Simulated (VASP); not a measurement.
Band structure of ReS$_{2}$ (relaxed from the 3R-MoS2 structure, space group R3m). These are PBEsol GGA, VASP's PBE PAW potentials (set 64) (plane waves; VASP) values and carry that method's errors.

Without a dispersion term in the relaxation, distances and binding between the weakly bound layers, chains or molecules are unreliable, and so is what depends on them. Unless said otherwise, spin-orbit coupling is left out, though it shifts the bands of the heavy elements here.

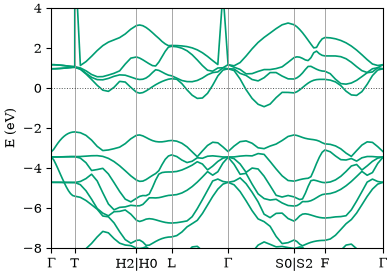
Bands along high-symmetry lines, zero at the valence-band maximum or, without a gap, the Fermi level

Q: Read the plot: is there a gap, and where are the band edges?

A: It has no gap at this level: it comes out as a metal or semimetal. (Edges off the drawn lines would not show.)

The structure was generated: ReS2 was put into the 3R-MoS2 type (R3m), which need not be its known phase. It was relaxed first, which changed the volume by -5 %. The electron count is odd and the run is not spin-polarised, which forces a metal.
